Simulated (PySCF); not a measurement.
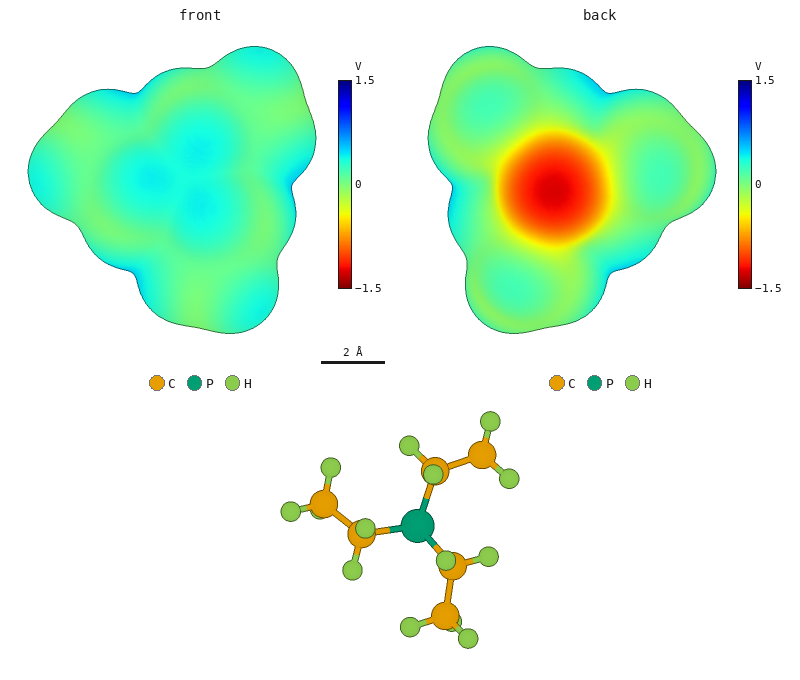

Figure 1: C$_{6}$H$_{15}$P (SMILES CCP(CC)CC). The molecular electrostatic potential painted on the density surface at 0.001 e/bohr³, seen from the front and from behind; red is negative and blue positive. The bare structure is drawn below in the same view.

Geometry: PBE0-D3(BJ)/def2-SVP.

The calculation used PySCF, PBE0/pcSseg-1, SCF density, gas phase, non-relativistic.

```xyz
22

C    -1.6431   -2.2593    0.4136
C    -0.3136   -1.5323    0.5534
P    -0.1624   -0.0466   -0.5575
C     1.5163    0.5575   -0.0282
C     2.6630   -0.2564   -0.6109
C    -1.2272    1.1510    0.3890
C    -1.2939    2.5317   -0.2478
H    -2.4898   -1.6294    0.7289
H    -1.8261   -2.5571   -0.6305
H    -1.6678   -3.1696    1.0324
H    -0.1357   -1.2300    1.6014
H     0.5113   -2.2104    0.2778
H     1.5921    1.6031   -0.3705
H     1.5687    0.5821    1.0753
H     2.6078   -0.2915   -1.7100
H     2.6537   -1.2960   -0.2479
H     3.6385    0.1745   -0.3361
H    -2.2369    0.7088    0.4254
H    -0.8735    1.2141    1.4340
H    -0.3097    3.0255   -0.2591
H    -1.9817    3.1929    0.3020
H    -1.6434    2.4730   -1.2905
```

Describe the electrostatic potential map.

Answer. The most negative region (about −1.2 V, or −28 kcal/mol for a unit charge) lies over P3, the most positive (about +0.5 V, or +12 kcal/mol for a unit charge) over the H atoms.
